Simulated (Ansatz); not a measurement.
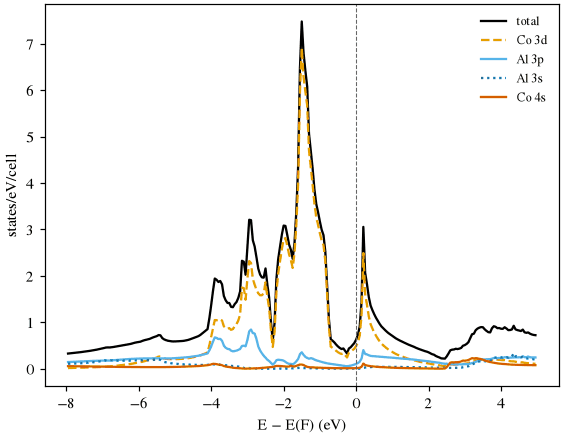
Fig. 1. Total and projected density of states of AlCo (CsCl type, space group No. 221), PBEsol in the plane-wave PAW code Ansatz

Which orbitals carry the states next to the Fermi level?

Within 0.5 eV of the Fermi level: Co 3d 76 %, Al 3p 17 %. Projections are on Löwdin-orthogonalised atomic valence shells; empty p or d shells of many metals are not among them.

Where is the tallest occupied peak in this window, and what makes it?

Near -1.5 eV, about 7.5 states/eV per cell; the largest projected share is Co 3d.

Space group Pm-3m (CsCl type). The PBEsol relaxation kept the symmetry of its start; of distortions, only those at the zone centre were tested. The workflow began spin-polarised and lost its moments.

Potentials: the later of the program's two PAW sets.
